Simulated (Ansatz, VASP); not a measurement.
# Cross-check of GaP between VASP and Ansatz

One calculation is typed for both programs; each brings its own data sets and cutoff. How far apart do they land?

Main program and level: Ansatz 0.2.0; plane waves, with VASP 6.6.1 beside it; band structure at LDA, band structure at PBE and band structure at r2SCAN.

## 1. The starting structure

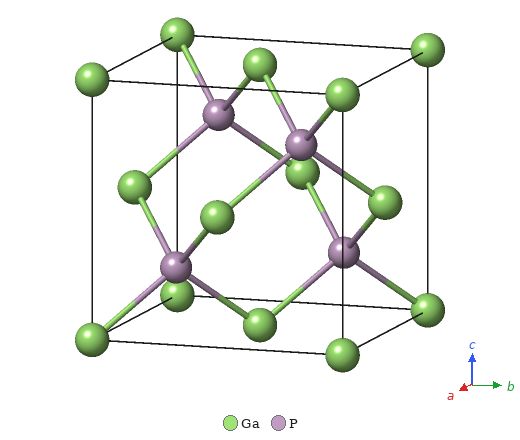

The starting structure, seen slightly off an axis (gallium green, phosphorus pink). This picture shows the conventional cell, with its axes. Bonds to atoms that aren't drawn are left out. Some periodic images of atoms are drawn too.

## 2. Ansatz: band structure, LDA

Ansatz runs on its default PAW (the set named soft_2) files.

The same path points are solved in both programs, so levels can be compared one by one.

input.yaml reads:

```yaml
crystal:
  lattice:
    - [0.0, 2.72525, 2.72525]
    - [2.72525, 0.0, 2.72525]
    - [2.72525, 2.72525, 0.0]
  atoms:
    - { symbol: Ga, position: [0.0, 0.0, 0.0] }
    - { symbol: P, position: [0.25, 0.25, 0.25] }
hamiltonian:
  xc: lda
  pseudopotentials: { kind: paw }
kpoints:
  mp_grid: { grid: [4, 4, 4] }
  band_path:
    path:
      - [0.0, 0.0, 0.0]
      - [0.16667, 0.0, 0.16667]
      - [0.33333, 0.0, 0.33333]
      - [0.43333, 0.0, 0.43333]
      - [0.5, 0.0, 0.5]
      - [0.5, 0.08333, 0.58333]
      - [0.5, 0.18333, 0.68333]
      - [0.5, 0.25, 0.75]
      - [0.45, 0.3, 0.75]
      - [0.40833, 0.34167, 0.75]
      - [0.35, 0.35, 0.7]
      - [0.225, 0.225, 0.45]
      - [0.075, 0.075, 0.15]
      - [0.03333, 0.03333, 0.03333]
      - [0.23333, 0.23333, 0.23333]
      - [0.4, 0.4, 0.4]
      - [0.51667, 0.46667, 0.51667]
      - [0.55833, 0.38333, 0.55833]
      - [0.60833, 0.28333, 0.60833]
      - [0.60833, 0.25, 0.64167]
      - [0.55833, 0.25, 0.69167]
      - [0.51667, 0.25, 0.73333]
      - [0.5, 0.3, 0.7]
      - [0.5, 0.38333, 0.61667]
      - [0.5, 0.48333, 0.51667]
      - [0.475, 0.475, 0.55]
      - [0.425, 0.425, 0.65]
      - [0.38333, 0.38333, 0.73333]
      - [0.59167, 0.18333, 0.59167]
      - [0.55, 0.1, 0.55]
      - [0.5, 0.0, 0.5]
    npoints: 1
scf:
  occupations: { method: gaussian, width: 0.02 }
  n_extra_bands: 7
output:
  forces: true
  stress: true
  eigenvalues: true
```

The run is started by

```console
ansatz run input.yaml --threads 2 --pin off --max-ram 4608MiB --backend cpu --events-out ev --progress --plain --runs-dir out
```

Numbers of over 12 decimals in the logs are rounded to 6 here.

The program printed:

```text
scf.n_extra_bands = 7 over 9 filled bands (N_el = 18.0): the run solves 16 bands
Engine: ansatz 0.2.0, aarch64-unknown-linux-gnu
Pseudopotentials: kind: paw
Pseudopotential: Ga, paw, valence charge 13, recommended cutoff 420 eV (normal), Ga.paw.azcp
Pseudopotential: P, paw, valence charge 5, recommended cutoff 420 eV (normal), P.paw.azcp
Functional definition: SPW92
  exchange = slater_x
  correlation = pw_c
Crystal: 2 atoms, lattice volume = 40.481 Å³
Basis set: ecut = 420 eV, 749 PW (Γ)
Bands: 16, of which v1, the nominal top of the filled ones, is band 9 counted from 1 (8 counted from 0)
Symmetry: 24 space group operations
Space group: F-43m (ITA 216), of the structure as read, at distance tolerance 3.4e-5 Å
k-points: 8 of 64 (time reversal used)
Non-local potential: Ga, projectors of the file, l = 0: 2, l = 1: 2, l = 2: 3, l = 3: 1
Non-local potential: P, projectors of the file, l = 0: 2, l = 1: 2, l = 2: 2
PAW form: soft (Blöchl's): semilocal exchange-correlation on the pseudo side does not see the compensation charge
PAW frozen core: Ga, regenerated for the run's functional, and the local potential with it (the file was generated under x = pbe(κ = 0.804, μ = 0.219515), c = pbe(β = 0.066725))
PAW frozen core: P, regenerated for the run's functional, and the local potential with it (the file was generated under x = pbe(κ = 0.804, μ = 0.219515), c = pbe(β = 0.066725))
PAW one-centre angular grid: Ga, 590 points (default); XC on 64 Gauss nodes
PAW one-centre angular grid: P, 110 points (default); XC on 64 Gauss nodes
Initial density: superposition of atomic densities (neutral atoms: chi_scale 0, normalization atom), corrected by the library's trained network
Initial wavefunctions: pseudopotential atomic-orbital guess
Functional: x = slater, c = lda
SCF iter   1: F=—  HF=-4433.605396 eV  |F-HF|=—  |Δ(HF+E_count)|=         —  Δρ=4.22e-3  dr2=6.55e-3  ethr=1.77e-3  ⟨swp⟩=6.5  Hψ=840  notcnv=0
preconditioner: auto → none  [insulator: Δε(μ)=1.435 eV  Ē_g=18.042 eV  σ=0.020 eV  W_gap=1.00  n_scr=14 (ndim 8)  ℏωp=24.8 eV  f_vac=0.011  D(μ)=0.00/eV (n_scr^D=0)  ε∞_Penn≈2.9]
SCF iter   2: F=—  HF=-4433.602852 eV  |F-HF|=—  |Δ(HF+E_count)|=   2.54e-3  Δρ=2.77e-3  dr2=1.24e-3  ethr=3.64e-5  ⟨swp⟩=2.9  Hψ=270  notcnv=0  defer=21
SCF iter   3: F=—  HF=-4433.602400 eV  |F-HF|=—  |Δ(HF+E_count)|=   4.52e-4  Δρ=7.50e-4  dr2=2.06e-4  ethr=6.89e-6  ⟨swp⟩=2.0  Hψ=214  notcnv=0  defer=21
SCF iter   4: F=—  HF=-4433.602286 eV  |F-HF|=—  |Δ(HF+E_count)|=   1.14e-4  Δρ=2.04e-4  dr2=9.24e-6  ethr=1.14e-6  ⟨swp⟩=2.0  Hψ=181  notcnv=0  defer=21
SCF iter   5: F=—  HF=-4433.602287 eV  |F-HF|=—  |Δ(HF+E_count)|=   9.70e-7  Δρ=4.21e-5  dr2=3.94e-7  ethr=5.13e-8  ⟨swp⟩=2.0  Hψ=178  notcnv=0  defer=21
SCF iter   6: F=-4433.602287 eV  HF=-4433.602287 eV  |F-HF|=2.50e-8  |Δ(HF+E_count)|=   1.54e-7  Δρ=8.95e-6  dr2=2.19e-8  ethr=5.56e-10  ⟨swp⟩=9.5  Hψ=730  notcnv=0
SCF 1 converged in 6 iterations: F = -4433.602287 eV  dr2 = 2.19e-8
  greatest PAW one-centre occupation: 0.994 electrons in one spin orbital (limit 2), on the Ga atom at site 0 (counted from 0), in its partial waves of l = 2
NSCF: frozen V_eff on 31 k-points
SCF converged after 6 iterations
Free energy (F): -4433.602287 eV
Harris-Foulkes:  -4433.602287 eV  (|F-HF|=2.50e-8)
Internal energy: -4433.602287 eV  (E = F + TS)
E sigma→0 (E₀):  -4433.602287 eV
Fermi energy:    7.618000 eV
--- Per-component energies (eV) ---
  E_band       = -64.058008
  E_kinetic    = 187.108042
  E_local      = -2206.664273  (includes V_loc(G=0)·N_el)
  E_nonlocal   = 462.270341
  E_hartree    = 1017.964757
  E_xc         = -130.101511
  E_vxc        = -119.657583  (∫ρ·V_xc dr)
  E_paw        = -2453.380414  (= ΣΔE_a)
  E_vpaw       = -423.040539  (= ΣTr[D̂ρ^β])
  E_aug_tail   = -0.000117  (compensation charges beyond the density's cutoff)
  E_ewald      = -1312.644944
  E_core_change = 1.845831  (= ΣΔE_core)
  E_smearing   = -0.000000  (= −TS)
  E_closure    = -0.000000  (closes the sum)
  Σ components = -4433.602287   (vs F -4433.602287, Δ=0.00e0)
--- Forces (eV/Å), atoms counted from 1 ---
  atom   1  Ga     0.00000000    -0.00000000    -0.00000000
  atom   2  P     -0.00000000     0.00000000    -0.00000000
  max |Σ_I F_I| component: 1.48e-16 eV/Å
--- Stress (GPa, compression-positive) ---
       -2.359989       0.000000      -0.000000
        0.000000      -2.359989       0.000000
       -0.000000       0.000000      -2.359989
  P = ⅓ Tr σ = -2.3600 GPa (-23.600 kbar)
--- Band table (eV; the first three rows and the last of 8) ---
  k-point 0: bands = [... 5 lower, -5.6420, 6.8892, 6.8892, 6.8892, 8.4824, 10.6411, 10.6411, 10.6411, ... 3 higher]
  k-point 1: bands = [... 5 lower, -4.8641, 2.9358, 6.2122, 6.2122, 8.8512, 11.5048, 11.5048, 13.0515, ... 3 higher]
  k-point 2: bands = [... 5 lower, -3.5528, 0.1476, 5.7522, 5.7522, 8.3629, 11.4798, 11.4798, 14.8991, ... 3 higher]
  k-point 7: bands = [... 5 lower, -2.5317, 0.2153, 3.2492, 3.3932, 11.4537, 11.6361, 12.8131, 12.8587, ... 3 higher]
```

Elapsed: 0.77 s, on 2 threads of Arm Neoverse V2, shared host; peak memory 0.26 GiB.

## 3. VASP: band structure, LDA

The same cell, functional (in two slightly different forms), mesh and smearing now go to VASP, with its own data sets and cutoff.

Lines of VASP's logs that name or quote its potential files are left out, and so is its time.

INCAR reads:

```
SYSTEM = GaP
PREC = Accurate
ENCUT = 400
EDIFF = 1E-06
NELM = 100
ISMEAR = 0
SIGMA = 0.02
LREAL = .FALSE.
ALGO = Normal
GGA = CA
NBANDS = 21
LORBIT = 11
LWAVE = .FALSE.
LCHARG = .FALSE.
KPAR = 4
```

POSCAR reads:

```
GaP
1.0
    0.0000000000      2.7252500000      2.7252500000
    2.7252500000      0.0000000000      2.7252500000
    2.7252500000      2.7252500000      0.0000000000
Ga P
1 1
Direct
    0.0000000000      0.0000000000      0.0000000000
    0.2500000000      0.2500000000      0.2500000000
```

KPOINTS reads:

```
Automatic mesh
0
Gamma
4 4 4
0 0 0
```

KPOINTS_OPT reads:

```
Line mode
16
Line-mode
Reciprocal
  0.00000000   0.00000000   0.00000000 GAMMA
  0.50000000   0.00000000   0.50000000 X

  0.50000000   0.00000000   0.50000000 X
  0.50000000   0.25000000   0.75000000 W

  0.50000000   0.25000000   0.75000000 W
  0.37500000   0.37500000   0.75000000 K

  0.37500000   0.37500000   0.75000000 K
  0.00000000   0.00000000   0.00000000 GAMMA

  0.00000000   0.00000000   0.00000000 GAMMA
  0.50000000   0.50000000   0.50000000 L

  0.50000000   0.50000000   0.50000000 L
  0.62500000   0.25000000   0.62500000 U

  0.62500000   0.25000000   0.62500000 U
  0.50000000   0.25000000   0.75000000 W

  0.50000000   0.25000000   0.75000000 W
  0.50000000   0.50000000   0.50000000 L

  0.50000000   0.50000000   0.50000000 L
  0.37500000   0.37500000   0.75000000 K

  0.62500000   0.25000000   0.62500000 U
  0.50000000   0.00000000   0.50000000 X
```

The projector-augmented-wave data sets are Ga_d and P (PBE family, release 64).

The run is started by

```console
mpirun -np 4 vasp_std
```

The program printed:

```text
[banner, memory and clock lines left out]
running    4 mpi-ranks, on    1 nodes
 distrk:  each k-point on    1 cores,    4 groups
 distr:  one band on    1 cores,    1 groups

 POSCAR found type information on POSCAR GaP
 POSCAR found :  2 types and       2 ions
|                                                                             |
|               ----> ADVICE to this user running VASP <----                  |
|                                                                             |
|     You enforced a specific xc type in the INCAR file but a different       |
|     [... a line on the potential file left out ...]
|     I HOPE YOU KNOW WHAT YOU ARE DOING!                                     |
|                                                                             |

 LDA part: xc-table for (Slater(with rela. corr.)+CA(PZ))
 , standard interpolation
 POSCAR, INCAR and KPOINTS ok, starting setup
 FFT: planning ... GRIDC
 FFT: planning ... GRID_SOFT
 FFT: planning ... GRID
 WAVECAR not read
 entering main loop
       N       E                     dE             d eps       ncg     rms          rms(c)
DAV:   1     0.889230362329E+02    0.88923E+02   -0.72569E+03   367   0.105E+03
DAV:   2    -0.213697475630E+01   -0.91060E+02   -0.84642E+02   356   0.267E+02
DAV:   3    -0.105435628913E+02   -0.84066E+01   -0.83257E+01   381   0.595E+01
DAV:   4    -0.106947875779E+02   -0.15122E+00   -0.15110E+00   424   0.814E+00
DAV:   5    -0.106968305020E+02   -0.20429E-02   -0.20428E-02   366   0.910E-01    0.355E+00
DAV:   6    -0.103923877890E+02    0.30444E+00   -0.28260E-01   505   0.941E+00    0.218E+00
DAV:   7    -0.103432567196E+02    0.49131E-01   -0.67768E-02   429   0.164E+00    0.874E-01
DAV:   8    -0.103377693425E+02    0.54874E-02   -0.11400E-02   402   0.905E-01    0.204E-01
DAV:   9    -0.103377467760E+02    0.22566E-04   -0.97123E-04   456   0.324E-01    0.449E-02
DAV:  10    -0.103377526561E+02   -0.58801E-05   -0.46950E-05   468   0.641E-02    0.205E-02
DAV:  11    -0.103377601222E+02   -0.74660E-05   -0.88806E-06   402   0.306E-02    0.783E-03
DAV:  12    -0.103377599472E+02    0.17499E-06   -0.37060E-07   280   0.504E-03
   1 F= -.10337760E+02 E0= -.10337760E+02  d E =-.547774E-11
 Start KPOINTS_OPT (optional k-point list driver)
k-point batch [1-8\160]
       N       E                     dE             ncg
DAV:   1     0.760529688129E+02   -0.90375E+03      385
DAV:   2    -0.689045050843E+03   -0.76510E+03      374
DAV:   3    -0.765025225362E+03   -0.75980E+02      381
DAV:   4    -0.766579702332E+03   -0.15545E+01      391
DAV:   5    -0.766601242771E+03   -0.21540E-01      381
DAV:   6    -0.766602018114E+03   -0.77534E-03      471
DAV:   7    -0.766602033791E+03   -0.15677E-04      415
DAV:   8    -0.766602034122E+03   -0.33101E-06      305
[...]
k-point batch [153-160\160]
       N       E                     dE             ncg
DAV:   1    -0.487766318689E+02   -0.49813E+04      388
DAV:   2    -0.802425540412E+03   -0.75365E+03      367
DAV:   3    -0.875205930179E+03   -0.72780E+02      422
DAV:   4    -0.876559373252E+03   -0.13534E+01      381
DAV:   5    -0.876575592800E+03   -0.16220E-01      457
DAV:   6    -0.876576149037E+03   -0.55624E-03      437
DAV:   7    -0.876576153822E+03   -0.47847E-05      457
DAV:   8    -0.876576153857E+03   -0.34896E-07      297
```

From OUTCAR (step 3):

```text
ion  position               nearest neighbor table
   1  0.000  0.000  0.000-   2 2.36   2 2.36   2 2.36   2 2.36
   2  0.250  0.250  0.250-   1 2.36   1 2.36   1 2.36   1 2.36

  LATTYP: Found a face centered cubic cell.
 ALAT       =     5.4505000000

 Subroutine GETGRP returns: Found 24 space group operations
 (whereof 24 operations were pure point group operations)

The static configuration has the point symmetry T_d .

 Found      8 irreducible k-points:

   k-points           NKPTS =      8   k-points in BZ     NKDIM =      8   number of bands    NBANDS=     21

   dimension x,y,z NGX =    28 NGY =   28 NGZ =   28
   dimension x,y,z NGXF=    56 NGYF=   56 NGZF=   56

   ENCUT  =  400.0 eV  29.40 Ry    5.42 a.u.   6.29  6.29  6.29*2*pi/ulx,y,z

   NELECT =      18.0000    total number of electrons

 k-points in reciprocal lattice and weights: Automatic mesh
   0.00000000  0.00000000  0.00000000       0.016
   0.25000000  0.00000000  0.00000000       0.125
   0.50000000  0.00000000  0.00000000       0.062
   0.25000000  0.25000000  0.00000000       0.094
   0.50000000  0.25000000  0.00000000       0.375
  -0.25000000  0.25000000  0.00000000       0.188
   0.50000000  0.50000000  0.00000000       0.047
  -0.25000000  0.50000000  0.25000000       0.094

 average (electrostatic) potential at core
       1 -65.0239       2 -83.2447

 E-fermi :   4.5640

 k-point     1 :       0.0000    0.0000    0.0000
  band No.  band energies     occupation
    ...
      5     -10.0822      2.00000
      6      -8.0565      2.00000
      7       4.4782      2.00000
      8       4.4782      2.00000
      9       4.4782      2.00000
     10       6.1010      0.00000
     11       8.2462      0.00000
     12       8.2462      0.00000
     13       8.2462      0.00000
     14      12.9226      0.00000
    ...

 k-point     2 :       0.2500    0.0000    0.0000
  band No.  band energies     occupation
    ...
      5     -10.0813      2.00000
      6      -7.2748      2.00000
      7       0.5252      2.00000
      8       3.7984      2.00000
      9       3.7984      2.00000
     10       6.4593      0.00000
     11       9.1151      0.00000
     12       9.1151      0.00000
     13      10.6597      0.00000
     14      13.4153      0.00000
    ...

 k-point     3 :       0.5000    0.0000    0.0000
  band No.  band energies     occupation
    ...
      5     -10.0751      2.00000
      6      -5.9553      2.00000
      7      -2.2719      2.00000
      8       3.3365      2.00000
      9       3.3365      2.00000
     10       5.9717      0.00000
     11       9.0907      0.00000
     12       9.0907      0.00000
     13      12.4834      0.00000
     14      15.1083      0.00000
    ...

  Total       -0.5889727     -0.5889727     -0.5889727     -0.0000000      0.0000000      0.0000000
  in kB      -23.3107755    -23.3107755    -23.3107755     -0.0000000      0.0000000      0.0000000
  external PRESSURE =     -23.3107755 kB  Pullay stress =       0.0000000 kB

  energy-cutoff  :      400.00
  volume of cell :       40.48
      direct lattice vectors                 reciprocal lattice vectors
     0.000000000  2.725250000  2.725250000    -0.183469406  0.183469406  0.183469406
     2.725250000  0.000000000  2.725250000     0.183469406 -0.183469406  0.183469406
     2.725250000  2.725250000  0.000000000     0.183469406  0.183469406 -0.183469406

 POSITION                                       TOTAL-FORCE (eV/Angst)
 -----------------------------------------------------------------------------------
      0.00000      0.00000      0.00000         0.000000      0.000000      0.000000
      1.36262      1.36262      1.36262        -0.000000     -0.000000     -0.000000
 -----------------------------------------------------------------------------------
    total drift:                                0.000001      0.000001      0.000001

  FREE ENERGIE OF THE ION-ELECTRON SYSTEM (eV)
  ---------------------------------------------------
  free  energy   TOTEN  =       -10.3377599472 eV

  energy  without entropy=      -10.3377599472  energy(sigma->0) =      -10.33775995

 total charge
# of ion       s       p       d       tot
------------------------------------------
    1        0.856   0.860  10.014  11.730
    2        1.003   1.523   0.000   2.526
--------------------------------------------------
tot          1.859   2.383  10.014  14.256

[... 3 further parts left out ...]
```

The run ends at a pressure of -2.33 GPa.

## 4. Comparison

Known differences besides the PAW data sets themselves: the two LDA forms differ slightly; the cutoff is 420 eV in Ansatz and 400 eV in VASP; Ansatz makes its cores anew for this functional, VASP keeps those of its PBE data sets. Total energies have different zeros and are not compared.

The two programs side by side:

```
                     quantity  Ansatz   VASP  difference
               pressure (GPa)   -2.36  -2.33       -0.03
gap over the path points (eV)   1.402  1.407      -0.005
```

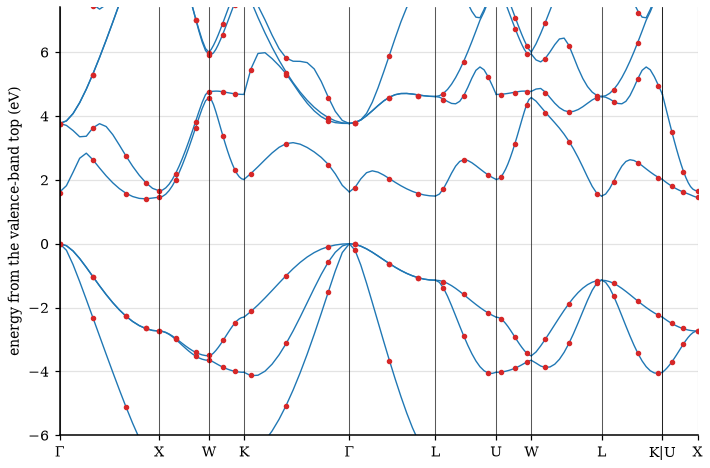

Bands from VASP (lines) and levels from Ansatz (dots). Dots without a line are higher empty bands that the VASP plot leaves out.

Levels at points of the path, from each program's valence-band top (eV; 3 filled, then empty):

```
k (reciprocal lattice)                             Ansatz                               VASP
     0.000 0.000 0.000      0.00 0.00 0.00 1.59 3.75 3.75      0.00 0.00 0.00 1.62 3.77 3.77
     0.167 0.000 0.167   -2.33 -1.03 -1.03 2.62 3.62 5.29   -2.32 -1.03 -1.03 2.63 3.63 5.32
     0.333 0.000 0.333   -5.12 -2.26 -2.26 1.57 2.74 8.06   -5.12 -2.27 -2.27 1.58 2.75 8.11
     0.433 0.000 0.433   -6.49 -2.65 -2.65 1.40 1.90 9.77   -6.49 -2.66 -2.66 1.41 1.91 9.83
     0.500 0.000 0.500  -6.88 -2.72 -2.72 1.46 1.65 10.41  -6.88 -2.73 -2.73 1.46 1.66 10.46
     0.500 0.083 0.583   -6.83 -2.99 -2.95 2.00 2.19 9.23   -6.84 -3.00 -2.96 2.01 2.21 9.29
     0.500 0.183 0.683   -6.71 -3.51 -3.39 3.62 3.81 7.02   -6.72 -3.52 -3.40 3.63 3.83 7.04
     0.500 0.250 0.750   -6.67 -3.64 -3.50 4.56 4.75 5.92   -6.68 -3.65 -3.51 4.58 4.77 5.94
     0.450 0.300 0.750   -6.66 -3.85 -3.03 3.37 4.74 6.54   -6.67 -3.87 -3.04 3.38 4.76 6.57
     0.408 0.342 0.750   -6.67 -3.98 -2.49 2.33 4.68 7.49   -6.67 -3.99 -2.50 2.33 4.70 7.53
```

Among the levels compared (up to four filled and three empty ones at each point), filled levels agree within 13 meV and empty ones within 57 meV. Ansatz's pressure holds a Pulay correction of 0.05 GPa; VASP's holds none.

## 5. Ansatz: band structure, PBE

The same path points are solved in both programs, so levels can be compared one by one.

input.yaml, as its differences from that of step 2:

```diff
@@ -9,3 +9,3 @@
 hamiltonian:
-  xc: lda
+  xc: pbe
   pseudopotentials: { kind: paw }
```

The run is started by

```console
ansatz run input.yaml --threads 2 --pin off --max-ram 4608MiB --backend cpu --events-out ev --progress --plain --runs-dir out
```

The program printed:

```text
[...]
Crystal: 2 atoms, lattice volume = 40.481 Å³
Basis set: ecut = 420 eV, 749 PW (Γ), exchange–correlation on 54×54×54 points (8 copies of the dense FFT grid, shifted against one another)
Bands: 16, of which v1, the nominal top of the filled ones, is band 9 counted from 1 (8 counted from 0)
Symmetry: 24 space group operations
[...]
k-points: 8 of 64 (time reversal used)
[...]
k-point 0: bands = [... 5 lower, -5.3690, 7.1316, 7.1316, 7.1316, 8.9509, 10.9864, 10.9864, 10.9864, ... 3 higher]
  k-point 1: bands = [... 5 lower, -4.5925, 3.2440, 6.4645, 6.4645, 9.2705, 11.8439, 11.8439, 13.4732, ... 3 higher]
  k-point 2: bands = [... 5 lower, -3.2974, 0.4779, 6.0070, 6.0070, 8.7872, 11.8176, 11.8176, 15.3976, ... 3 higher]
  k-point 7: bands = [... 5 lower, -2.2986, 0.5580, 3.5434, 3.6948, 11.8190, 11.9815, 13.2063, 13.2586, ... 3 higher]
[key lines of the parts left out:]
SCF converged after 6 iterations
Free energy (F): -4539.408068 eV
Fermi energy:    7.946069 eV
P = ⅓ Tr σ = 2.9287 GPa (29.287 kbar)
```

Elapsed: 0.77 s, on 2 threads; peak memory 0.27 GiB.

Between step 4 and this run (PBE) the value for the gap on path moves from 1.40 eV to 1.57 eV.

[end of part 1 of 2]

[Lines on the potential files, build, host, timing and source positions are cut from VASP's logs without a mark.]

[Logs are printed without paths, hosts, clocks, repeated set-up lines and the standing remarks that a program may print on its own settings, such as how far it seeks lower states.]

[Hosts, paths, dates, database ids (printed as entryN), source tags and the programs' standing remarks are cut or masked in the printed files.]
